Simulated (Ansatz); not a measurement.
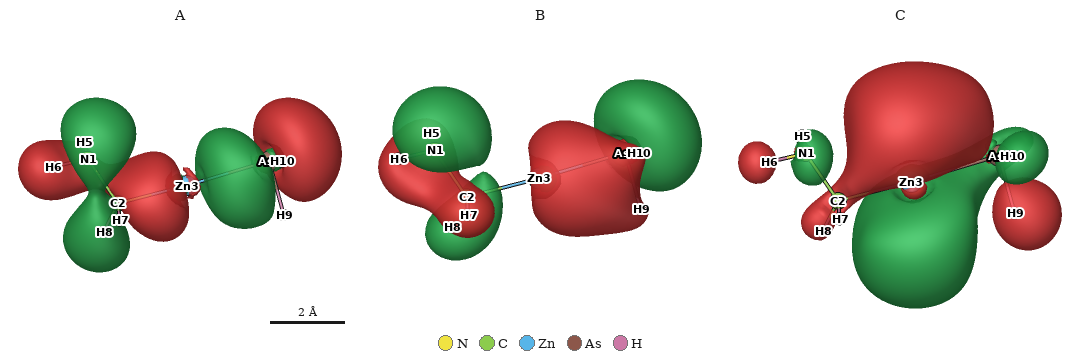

*CH6AsNZn. Three frontier orbitals at ±0.06 Å⁻³ᐟ² (green and red are the two phases), in no order.*

Geometry: PBE0-D4/def2-TZVP.

The calculation used RKS PBE0-D4/def2-TZVPP in Ansatz 0.2.0.

```tsv
atom	x (Å)	y (Å)	z (Å)
N	-1.8430	-0.9445	-0.0565
C	-0.3969	-1.1657	-0.0044
Zn	0.5549	0.5593	-0.0940
As	1.6310	2.6886	-0.2131
H	-2.1259	-0.5900	-0.9603
H	-2.3515	-1.8106	0.0836
H	-0.1464	-1.5764	0.9803
H	-0.0125	-1.8846	-0.7431
H	2.9865	1.9920	-0.3032
H	1.7038	2.7319	1.3107
```

Q: Which picture is the HOMO−1, the HOMO and the LUMO?

A: B is the HOMO−1 (−7.07 eV). Its weight (Hirshfeld) is mainly on As4 (about 35 %), N1 (about 35 %), Zn3 (about 10 %) and C2 (about 5 %). A is the HOMO (−6.21 eV). Its weight (Hirshfeld) is mainly on N1 (about 30 %), As4 (about 25 %), C2 (about 20 %) and Zn3 (about 10 %). C is the LUMO (−0.44 eV). Its weight (Hirshfeld) is mainly on Zn3 (about 60 %) and As4 (about 15 %).

Q: What is the HOMO–LUMO gap?

A: 5.77 eV between the orbital energies.
